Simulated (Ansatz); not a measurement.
Frequency calculation, with input and output: Si₄NH₁₃O

- system: Si₄NH₁₃O
- method: RKS PBE-D4/6-31G* (Ansatz 0.2.0)

It belongs to a series of runs on one base structure; here: vibrations at the highest image of the band.

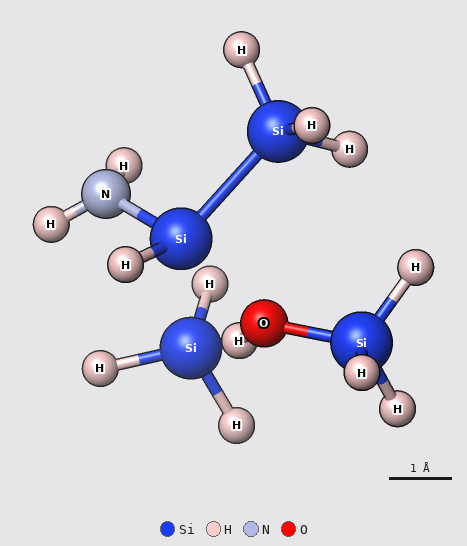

Figure 1. The structure (ball-and-stick view, seen at a tilt). Bond lengths as drawn: H–N 1.02 Å, H–O 1.26 Å, H–Si 1.49 to 1.51 Å, N–Si 1.77 Å, O–Si 1.68 Å and Si–Si 2.34 Å.

### The input
```yaml
crystal:
  periodic: [false, false, false]
  atoms:
    - { symbol: Si, position_ang: [0.161903, -0.361216, -0.192467] }
    - { symbol: Si, position_ang: [-0.181769, 0.115963, 2.50948] }
    - { symbol: H, position_ang: [-1.603551, 0.594252, 2.401808] }
    - { symbol: H, position_ang: [-0.079677, -0.594339, 3.841812] }
    - { symbol: H, position_ang: [0.722544, 1.313144, 2.596412] }
    - { symbol: H, position_ang: [1.560764, -0.23172, -0.690761] }
    - { symbol: "N", position_ang: [-0.305317, 1.344375, -0.263896] }
    - { symbol: H, position_ang: [-1.264609, 1.618372, -0.036467] }
    - { symbol: H, position_ang: [0.344217, 2.055068, 0.084852] }
    - { symbol: Si, position_ang: [-1.604892, -1.34802, -1.376477] }
    - { symbol: H, position_ang: [-2.594661, -1.948692, -0.419275] }
    - { symbol: H, position_ang: [-2.328623, -0.353342, -2.237182] }
    - { symbol: H, position_ang: [-1.075691, -2.455961, -2.239955] }
    - { symbol: O, position_ang: [0.694184, -2.129574, 0.646447] }
    - { symbol: Si, position_ang: [0.386786, -3.77726, 0.797161] }
    - { symbol: H, position_ang: [1.550246, -4.575866, 0.288137] }
    - { symbol: H, position_ang: [0.177488, -4.091623, 2.250547] }
    - { symbol: H, position_ang: [-0.844182, -4.193588, 0.04316] }
    - { symbol: H, position_ang: [0.341139, -1.294071, 1.528066] }
basis:
  gaussian: { orbitals: "6-31G*" }
hamiltonian:
  xc: pbe
  dispersion: d4
phonons: {}
```

Command:
```bash
ansatz run input.yaml --threads 4 --pin off --max-ram 5120MiB --backend cpu --events-out ev --progress --plain --runs-dir out
```

### The program's output
```
Engine: ansatz 0.2.0, x86_64-unknown-linux-gnu
Functional definition: PBE
  parameter kappa = 0.804
  parameter beta = 0.06672455060314922
  exchange = pbe_x(kappa = kappa, mu = beta*pi^2/3)
  correlation = pbe_c(beta = beta)
1727 factors; their error is unknown
mean field evaluation 1: about -35223.5028 eV, gradient 7.8e1 eV
mean field evaluation 2: about -35150.3728 eV, gradient 1.8e2 eV
mean field evaluation 4: about -35234.7045 eV, gradient 1.9e1 eV
mean field evaluation 8: about -35235.5233 eV, gradient 1.4e-1 eV
mean field evaluation 16: about -35235.3704 eV, gradient 3.8e-4 eV
mean field -35235.37038207 eV, -1294.8759781492 hartree, gradient 3.0e-5 eV, S^2 0.000000; 0 other end points of the search recorded, 0 dependent functions left out
the calculation of the forces begins
reference -35235.37043544 eV, -1294.8759801107 hartree; 42, 42 occupied and 90, 90 virtual orbitals, 1727 factors
these checks for a lower state are left out or cut short: stability, starts, cluster_reference, orbital_swaps, neighbouring_geometries, increment
1727 factors; their error is unknown
mean field -35235.37030126 eV, -1294.8759751795 hartree, gradient 2.7e-6 eV, S^2 0.000000; 0 other end points of the search recorded, 0 dependent functions left out
[... from here on the field's lines of each further geometry are left out, up to the last ...]
the calculation of the forces begins
reference -35235.37036285 eV, -1294.8759774429 hartree; 42, 42 occupied and 90, 90 virtual orbitals, 1727 factors
these checks for a lower state are left out or cut short: stability, starts, cluster_reference, orbital_swaps, neighbouring_geometries, increment
1727 factors; their error is unknown
mean field -35235.37042499 eV, -1294.8759797264 hartree, gradient 6.6e-7 eV, S^2 0.000000; 0 other end points of the search recorded, 0 dependent functions left out
the calculation of the forces begins
reference -35235.37047836 eV, -1294.8759816879 hartree; 42, 42 occupied and 90, 90 virtual orbitals, 1727 factors
WARN: phonons: modes at or below zero, which the zero-point energy, F, S and C_V leave out: 3, the lowest at -1088.67 cm⁻¹. A minimum has none, and a first-order saddle one
Total energy: -35235.92063447 eV, -1294.8961995521 hartree
Atom 0 at     0.161903    -0.361216    -0.192467 Å, force    -0.002002    -0.040309    -0.006055 eV/Å
Atom 1 at    -0.181769     0.115963     2.509480 Å, force     0.008014     0.007951     0.002774 eV/Å
Atom 2 at    -1.603551     0.594252     2.401808 Å, force     0.002009     0.001194    -0.008265 eV/Å
Atom 3 at    -0.079677    -0.594339     3.841812 Å, force    -0.004776     0.000161     0.005337 eV/Å
Atom 4 at     0.722544     1.313144     2.596412 Å, force     0.001205     0.001239     0.007519 eV/Å
Atom 5 at     1.560764    -0.231720    -0.690761 Å, force    -0.001015    -0.003842    -0.003379 eV/Å
Atom 6 at    -0.305317     1.344375    -0.263896 Å, force    -0.004364     0.034539    -0.011798 eV/Å
Atom 7 at    -1.264609     1.618372    -0.036467 Å, force     0.004385     0.003477     0.003832 eV/Å
Atom 8 at     0.344217     2.055068     0.084852 Å, force     0.000699    -0.004790     0.002560 eV/Å
Atom 9 at    -1.604892    -1.348020    -1.376477 Å, force    -0.009754    -0.003284    -0.005394 eV/Å
Atom 10 at    -2.594661    -1.948692    -0.419275 Å, force     0.004700    -0.000100     0.006051 eV/Å
Atom 11 at    -2.328623    -0.353342    -2.237182 Å, force     0.001131     0.003105     0.001266 eV/Å
Atom 12 at    -1.075691    -2.455961    -2.239955 Å, force    -0.002260    -0.000346    -0.003807 eV/Å
Atom 13 at     0.694184    -2.129574     0.646447 Å, force    -0.007429     0.039380     0.047740 eV/Å
Atom 14 at     0.386786    -3.777260     0.797161 Å, force     0.007241    -0.018031    -0.010404 eV/Å
Atom 15 at     1.550246    -4.575866     0.288137 Å, force     0.003166     0.002425    -0.001932 eV/Å
Atom 16 at     0.177488    -4.091623     2.250547 Å, force     0.002695    -0.000886    -0.002977 eV/Å
Atom 17 at    -0.844182    -4.193588     0.043160 Å, force     0.002544     0.003354    -0.001244 eV/Å
Atom 18 at     0.341139    -1.294071     1.528066 Å, force    -0.006187    -0.025236    -0.021823 eV/Å
Dipole moment:    -0.107874     0.219687    -0.074045 e Å
Vibrations: -1088.67 -60.77 -27.48 57.85 89.76 101.79 132.65 142.62 179.64 210.25 246.81 312.97 345.76 361.26 378.05 444.65 464.12 482.64 515.48 563.31 616.34 677.06 699.07 760.90 789.59 828.82 849.51 854.47 872.77 895.53 901.46 912.33 916.29 924.00 927.76 964.97 991.89 1324.25 1584.09 2113.31 2156.33 2168.37 2172.80 2177.03 2180.75 2184.55 2187.58 2192.99 2220.40 3439.86 3541.36 cm⁻¹, zero-point energy 3.165071 eV
```

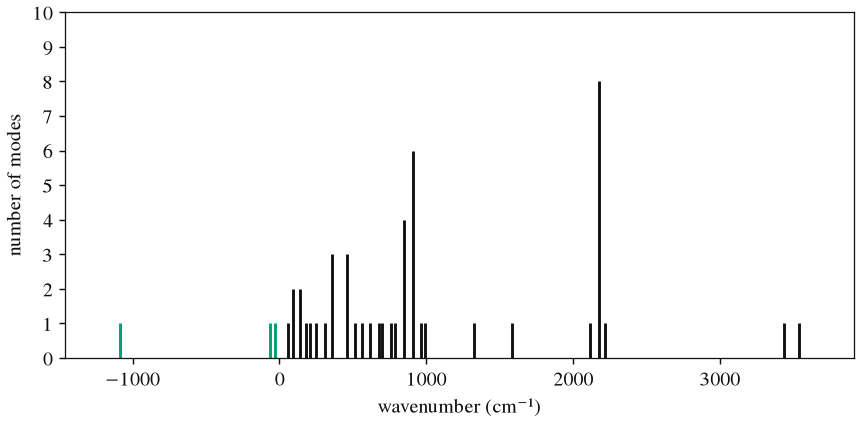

Figure 2. Harmonic vibrational wavenumbers from the force constants; neighbouring modes closer than 21 cm⁻¹ are counted in one stick, and imaginary ones are drawn at negative wavenumbers. 51 modes from 1089i to 3541 cm⁻¹, 3 imaginary beyond 8i (1089i, 61i, 27i cm⁻¹): not a minimum.

### Summary

```json
{"quantity": "outcome", "value": "converged"}
{"quantity": "total energy", "value": "−35235.9206 eV"}
{"quantity": "mean-field energy", "value": "−35235.3704 eV"}
{"quantity": "largest force (length of the vector)", "value": "0.062 eV/Å"}
{"quantity": "hardware", "value": "4 threads of Intel Xeon @ 2.50GHz (Skylake/Cascade Lake), 189 GiB of memory available, shared host"}
{"quantity": "wall time", "value": "6.4 min (CPU time 20 min)"}
{"quantity": "peak memory", "value": "0.23 GiB"}
```
